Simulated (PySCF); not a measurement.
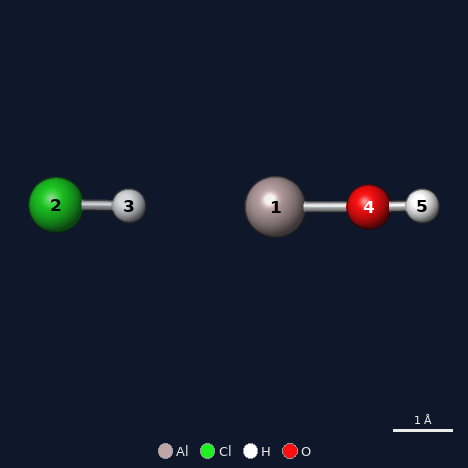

Orthographic view. Depth is shown by fading: the farther an atom, the more it takes the colour of the background. The computed structure is the end point of a PBE0-D4/def2-TZVP optimisation. No frequency run is at hand to confirm it as a minimum.

List all interatomic distances (Å) as a matrix.

```
atom   Al1   Cl2    H3    O4    H5
 Al1  0.00                        
 Cl2  3.91  0.00                  
  H3  2.61  1.30  0.00            
  O4  1.67  5.58  4.28  0.00      
  H5  2.62  6.53  5.23  0.95  0.00
```
